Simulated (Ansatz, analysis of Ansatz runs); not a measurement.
# Y4S3N2 (C2/m), nudged elastic band: V_N hop (3.0 Å) (q = +3), part 2 of 3

Wanted: path and barrier of a jump of N in Y4S3N2 (C2/m) at charge +3. The case: V_N hop (3.0 Å), in a cell of 108 host atoms with 1 N taken out.

Ansatz 0.2.0; plane-wave PAW DFT, PBEsol; nudged elastic band between two relaxed defect structures at fixed charge in a uniform background.

So far: Starting point; Relaxation of the start point, charge +3.

### 3. Relaxation of the end point, charge +3

Level of this step: plane-wave PAW DFT, PBEsol; relaxation of all atoms of a defect supercell at fixed charge in a uniform background (Ansatz).

The end point is relaxed in the same cell and settings, so that the two energies compare. Atoms more than 3.2 Å from the middle of the hop start where the first relaxation left them, the nearer ones on or close to their ideal places, with small random displacements.

Input file qp3_c108k1s.end/input.yaml:

```yaml
crystal:
  lattice:
    - [0.0, -11.37446657, 0.0]
    - [-12.77813411, -3.79148886, 0.02476517]
    - [-0.65688509, -3.79148886, -15.28259504]
  atoms:
    - { symbol: "Y", position: [0.25359422, 0.06406435, 0.17479491] }
    - { symbol: "Y", position: [0.07891699, 0.43599661, 0.32650524] }
    - { symbol: "Y", position: [0.14546661, 0.13749288, 0.42700835] }
    - { symbol: "Y", position: [0.18639917, 0.36252924, 0.07555133] }
    - { symbol: S, position: [0.00049662, -0.0013267, -0.00026266] }
    - { symbol: S, position: [0.05713456, 0.21752781, 0.10875666] }
    - { symbol: S, position: [0.2745443, 0.28453939, 0.39564051] }
    - { symbol: "N", position: [0.21483428, 0.03634003, 0.31964522] }
    - { symbol: "N", position: [0.11798283, 0.46495145, 0.18264055] }
    - { symbol: "Y", position: [0.25118993, 0.06730164, 0.67709567] }
    - { symbol: "Y", position: [0.08012462, 0.43516733, 0.8244588] }
    - { symbol: "Y", position: [0.14482442, 0.1349261, 0.92959184] }
    - { symbol: "Y", position: [0.18605111, 0.36601043, 0.57312286] }
    - { symbol: S, position: [0.00119727, 0.00178986, 0.50043] }
    - { symbol: S, position: [0.05647736, 0.22093554, 0.60972311] }
    - { symbol: S, position: [0.27498952, 0.28171024, 0.89419819] }
    - { symbol: "N", position: [0.21427257, 0.03674012, 0.82019415] }
    - { symbol: "N", position: [0.11869494, 0.46359405, 0.68032113] }
    - { symbol: "Y", position: [0.25125164, 0.56676523, 0.17779957] }
    - { symbol: "Y", position: [0.08238637, 0.93362659, 0.32335767] }
    - { symbol: "Y", position: [0.14360269, 0.63804969, 0.43006372] }
    - { symbol: "Y", position: [0.18878314, 0.86294248, 0.07103516] }
    - { symbol: S, position: [0.00262985, 0.49953102, -0.00084033] }
    - { symbol: S, position: [0.06041302, 0.71566522, 0.10386546] }
    - { symbol: S, position: [0.27470381, 0.78195721, 0.39453845] }
    - { symbol: "N", position: [0.21486074, 0.53738314, 0.32269529] }
    - { symbol: "N", position: [0.11972427, 0.96209104, 0.17986867] }
    - { symbol: "Y", position: [0.25320871, 0.56483267, 0.6755412] }
    - { symbol: "Y", position: [0.08021265, 0.93531376, 0.82468433] }
    - { symbol: "Y", position: [0.14475168, 0.63788625, 0.92680555] }
    - { symbol: "Y", position: [0.18846802, 0.86656349, 0.57243058] }
    - { symbol: S, position: [-0.00177605, 0.50256545, 0.50219342] }
    - { symbol: S, position: [0.05150178, 0.72356842, 0.61004387] }
    - { symbol: S, position: [0.27648147, 0.78082908, 0.88995559] }
    - { symbol: "N", position: [0.452321, 0.462466, 0.68057] }
    - { symbol: "N", position: [0.11850016, 0.96572755, 0.68029653] }
    - { symbol: "Y", position: [0.58716673, 0.06309713, 0.17415885] }
    - { symbol: "Y", position: [0.41193754, 0.43634912, 0.32369951] }
    - { symbol: "Y", position: [0.47706542, 0.13183796, 0.42573578] }
    - { symbol: "Y", position: [0.52170562, 0.36202153, 0.07457553] }
    - { symbol: S, position: [0.33366242, -0.00128384, -0.00029518] }
    - { symbol: S, position: [0.39106863, 0.21735018, 0.1091687] }
    - { symbol: S, position: [0.61402121, 0.27602101, 0.38225083] }
    - { symbol: "N", position: [0.54813483, 0.03422623, 0.318548] }
    - { symbol: "N", position: [0.45035481, 0.46461664, 0.18143763] }
    - { symbol: "Y", position: [0.58445328, 0.06749331, 0.67729842] }
    - { symbol: "Y", position: [0.41345796, 0.43516733, 0.8244588] }
    - { symbol: "Y", position: [0.47873169, 0.13394733, 0.92992342] }
    - { symbol: "Y", position: [0.53863117, 0.34532473, 0.53886095] }
    - { symbol: S, position: [0.33215018, 0.00108777, 0.50048501] }
    - { symbol: S, position: [0.39195409, 0.22526992, 0.6104094] }
    - { symbol: S, position: [0.60817399, 0.28149006, 0.89380768] }
    - { symbol: "N", position: [0.54769547, 0.03622382, 0.82027923] }
    - { symbol: "Y", position: [0.586205, 0.56552089, 0.17567225] }
    - { symbol: "Y", position: [0.41319078, 0.93345375, 0.3231847] }
    - { symbol: "Y", position: [0.4784663, 0.63751488, 0.42852523] }
    - { symbol: "Y", position: [0.52167591, 0.86272216, 0.07100616] }
    - { symbol: S, position: [0.33186053, 0.50149863, 0.00263565] }
    - { symbol: S, position: [0.39311353, 0.71534142, 0.10394164] }
    - { symbol: S, position: [0.60767164, 0.7822955, 0.39457506] }
    - { symbol: "N", position: [0.54801421, 0.53532457, 0.32147504] }
    - { symbol: "N", position: [0.45223341, 0.96188249, 0.17958969] }
    - { symbol: "Y", position: [0.58654204, 0.56483267, 0.6755412] }
    - { symbol: "Y", position: [0.41308681, 0.93549766, 0.8244758] }
    - { symbol: "Y", position: [0.47891261, 0.63787007, 0.92676419] }
    - { symbol: "Y", position: [0.51872333, 0.86723062, 0.57228927] }
    - { symbol: S, position: [0.33658285, 0.50021694, 0.51030193] }
    - { symbol: S, position: [0.39176055, 0.71260344, 0.61234989] }
    - { symbol: S, position: [0.6108761, 0.77947337, 0.88747002] }
    - { symbol: "N", position: [0.54797173, 0.53640595, 0.81967887] }
    - { symbol: "N", position: [0.45061843, 0.96660464, 0.68000962] }
    - { symbol: "Y", position: [0.92103185, 0.06337477, 0.17448568] }
    - { symbol: "Y", position: [0.74884028, 0.43608528, 0.32248828] }
    - { symbol: "Y", position: [0.81776324, 0.13187775, 0.42616425] }
    - { symbol: "Y", position: [0.85496937, 0.36320771, 0.07164867] }
    - { symbol: S, position: [0.66772892, -0.00215049, -0.00064412] }
    - { symbol: S, position: [0.72512105, 0.21722477, 0.10862491] }
    - { symbol: S, position: [0.93915065, 0.28423961, 0.3952537] }
    - { symbol: "N", position: [0.88291037, 0.03426679, 0.31898961] }
    - { symbol: "N", position: [0.78561134, 0.46443598, 0.1798966] }
    - { symbol: "Y", position: [0.9197274, 0.0673687, 0.67702026] }
    - { symbol: "Y", position: [0.74827277, 0.43212733, 0.82586865] }
    - { symbol: "Y", position: [0.81252071, 0.13461995, 0.92940556] }
    - { symbol: "Y", position: [0.85434776, 0.36590719, 0.57311818] }
    - { symbol: S, position: [0.66461233, 0.00278377, 0.49962886] }
    - { symbol: S, position: [0.71715607, 0.22545702, 0.61058358] }
    - { symbol: S, position: [0.9424182, 0.28163385, 0.89114559] }
    - { symbol: "N", position: [0.8813752, 0.03633416, 0.82006869] }
    - { symbol: "N", position: [0.78427586, 0.46877227, 0.68159297] }
    - { symbol: "Y", position: [0.91984984, 0.56612104, 0.17567275] }
    - { symbol: "Y", position: [0.74775205, 0.93334767, 0.32321172] }
    - { symbol: "Y", position: [0.81121462, 0.63787959, 0.42908619] }
    - { symbol: "Y", position: [0.85525975, 0.86276136, 0.07113391] }
    - { symbol: S, position: [0.6649527, 0.49946327, -0.00089663] }
    - { symbol: S, position: [0.72529557, 0.71665961, 0.10679322] }
    - { symbol: S, position: [0.94207624, 0.78159246, 0.39279217] }
    - { symbol: "N", position: [0.87859278, 0.53737154, 0.32151747] }
    - { symbol: "N", position: [0.78620043, 0.96199381, 0.17973464] }
    - { symbol: "Y", position: [0.91765083, 0.56833331, 0.67841124] }
    - { symbol: "Y", position: [0.74704069, 0.93534938, 0.82378657] }
    - { symbol: "Y", position: [0.81172331, 0.63556146, 0.92942599] }
    - { symbol: "Y", position: [0.85237145, 0.87127963, 0.57067459] }
    - { symbol: S, position: [0.65711304, 0.49996015, 0.50988056] }
    - { symbol: S, position: [0.7257639, 0.72356893, 0.60980056] }
    - { symbol: S, position: [0.94454696, 0.77950984, 0.88762333] }
    - { symbol: "N", position: [0.88168073, 0.53358582, 0.82128977] }
    - { symbol: "N", position: [0.78397681, 0.96830861, 0.67974804] }
total_charge: 3
basis:
  ecutwfc: 420
  xc_grid: 2
hamiltonian:
  xc: pbesol
kpoints:
  mp_grid: { grid: [1, 1, 1], shift: [0.25, 0.25, 0.25] }
scf:
  occupations: { method: fixed }
  max_iter: 100
output:
  forces: true
relax:
  f_tol: 0.02
  max_steps: 70
  random_displacement: { amplitude: 0.01, seed: 9532 }
```

The run is started by

```sh
$ ansatz run input.yaml --threads 32 --pin off --max-ram 84787MiB --backend cuda --events-out ev --progress --plain --runs-dir out --max-vram 78GiB
```

Log:

```text
[...]
Crystal: 107 atoms, lattice volume = 2221.426 Å³
Basis set: ecut = 420 eV, 43387 PW (Γ), exchange–correlation on 160×180×216 points (8 copies of the dense FFT grid, shifted against one another)
Bands: 535, of which v1, the nominal top of the filled ones, is band 428 counted from 1 (427 counted from 0)
[...]
k-points: 1
[...]
SCF iter   1: F=—  HF=-222966.573030 eV  |F-HF|=—  |Δ(HF+E_count)|=         —  Δρ=8.22e-3  dr2=8.05e0  ethr=1.77e-3  ⟨swp⟩=4.0  Hψ=1713  notcnv=0  defer=104
[...]
SCF iter   2: F=—  HF=-222965.736661 eV  |F-HF|=—  |Δ(HF+E_count)|=   8.36e-1  Δρ=6.57e-3  dr2=8.06e0  ethr=9.41e-4  ⟨swp⟩=3.0  Hψ=954  notcnv=0  defer=103
[...]
SCF 1 converged in 18 iterations: F = -222965.108311 eV  dr2 = 1.73e-6
[...]
relax step   1: F+E_penalty+E_count = -222965.10831150 eV  Δ(F+E_penalty+E_count) = +0.000e0 eV  max|allowed force component| = 2.410e0 eV/Å  Δτ_max = 0.0000 Å  (18 SCF iters, dr2 threshold 1.00e-5 eV [...]
[...]
SCF 2 converged in 7 iterations: F = -222967.628282 eV  dr2 = 9.76e-5
[...]
SCF 7 converged in 7 iterations: F = -222968.975065 eV  dr2 = 7.52e-8
[...]
SCF converged after 7 iterations
[...]
```

It took 7.9 s on 1 × NVIDIA GB200 with 32 threads of Arm Neoverse V2, shared host; peak memory 1.5 GiB; 26 s of CPU time.

The steps of the relaxation:

```csv
step,energy less that of the first step (eV),largest force component (eV/Å)
1,0.0000,2.4102
2,-2.5200,1.5347
3,-3.4775,0.9563
4,-3.8074,0.1559
5,-3.8229,0.2164
6,-3.8650,0.0386
7,-3.8668,0.0137
```

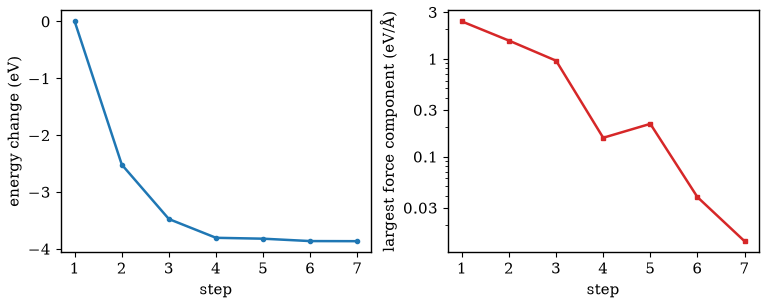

Energy and largest force along the relaxation.

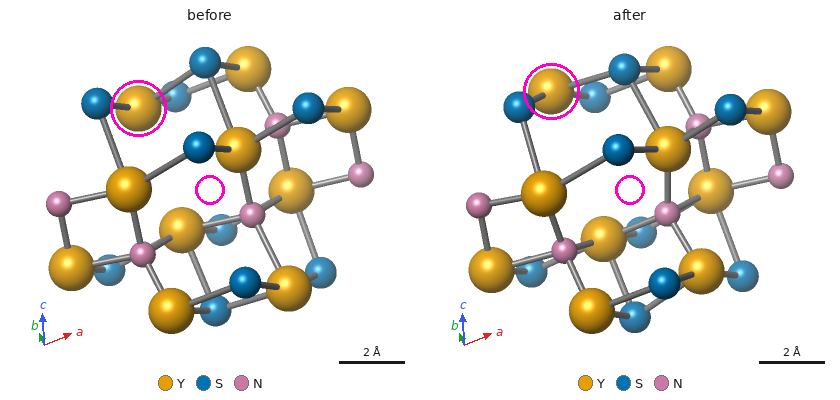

Before and after: the atoms that start within 5 Å of the centre. Y30, which moves most, is ringed if it is among them. A ring with no atom in it marks the middle of the ideal hop.

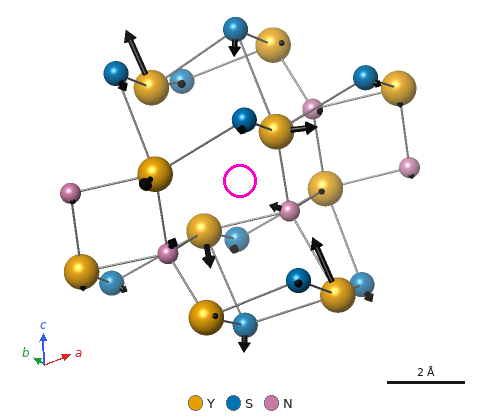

Displacements in the relaxation from the typed sites near the centre, exaggerated; the longest in the cell stands for 0.58 Å. A ring marks the middle of the ideal hop wherever no atom is near it.

The atoms that moved most (Å, from the sites as typed, ahead of the random displacement):

```csv
atom,dx,dy,dz,length
Y30,-0.245,-0.003,-0.531,0.585
Y49,-0.243,-0.004,-0.530,0.584
Y47,0.205,-0.253,0.020,0.326
Y11,0.204,0.252,0.019,0.325
Y28,-0.030,0.000,0.299,0.300
S43,-0.123,0.005,-0.220,0.252
S24,-0.121,0.004,-0.220,0.251
S67,0.023,0.075,0.192,0.208
```

Neighbours of N35 at the end:

```csv
atom,distance (Å)
Y47,2.201
Y49,2.219
Y28,2.233
Y63,2.397
N70,3.010
S68,3.387
S67,3.389
S103,3.457
```

Read from the output:

- free energy: -222968.9751 eV
- r.m.s. move of the farther half of the atoms: 0.03711 Å
- largest move from the ideal geometry of this structure, a common shift of the far atoms taken out: 0.5675 Å

The relaxation gained 3.867 eV and ended with a largest force component of 0.014 eV/Å. The end lies within 1 meV of the start.

[end of part 2 of 3]

[Logs are printed without paths, hosts, clocks, repeated set-up lines and the standing remarks that a program may print on its own settings, such as how far it seeks lower states.]

[Hosts, paths, dates, database ids (printed as entryN), source tags and the programs' standing remarks are cut or masked in the printed files.]
